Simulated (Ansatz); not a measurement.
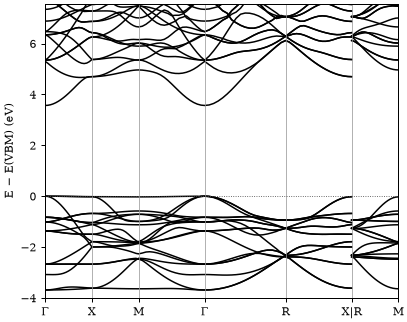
Fig. 1. Band structure from plane-wave PAW r²SCAN (Ansatz code)

Problem. Read off the gap and where the band edges lie.

Solution. About 3.6 eV (3.57 eV by a search for the band edges); maximum at Γ, minimum at Γ.

Problem. Which compound is it?
A) C, Pn-3m (C on 2a, C on 8e)
B) KTaO3, cubic perovskite
C) AlN, Pm-3n (Al on 6d, N on 6c)
D) MgS, Pm-3n (Mg on 6c, S on 6d)

Solution. D, MgS, Pm-3n (Mg on 6c, S on 6d)

The start of the workflow was typed in or built on a structure type; neither database checked (COD, Materials Project) lists it. COD files the formula under space group No. 225. Its standing as an ambient phase is unchecked. The cell was relaxed with r²SCAN under the symmetry of its start; whether a distortion lowers the energy is not shown.

Potentials: the earlier of the program's two PAW sets.
